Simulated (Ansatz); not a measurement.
All values below come from PBE (plane waves to 420 eV, PAW; Ansatz, a first-principles code).

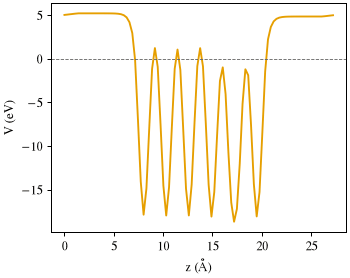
*Electrostatic potential energy of an electron, averaged over planes parallel to the surface, in eV from the Fermi level, for a constructed model of the (111) surface of fcc Pd, a layer of In in place of the second plane (bottom of the slab: a bare face, its two planes held)*

Set-up: 6 atoms, 11.4 Å thick at the start; mesh 15x15x1; 0.1 eV smearing; dipole correction on; 2 atoms held, the rest relaxed; held to the start's symmetry, so lower structures may exist; no spin, no spin-orbit, no U. In PBE it is, or lies within 0.01 eV a 1x1 cell of, the lowest of the 2 structures of its composition computed so far; larger cells were not tried.

The vacuum level lies 4.85 eV above the Fermi level over the top face and 5.21 eV above it under the bottom face.
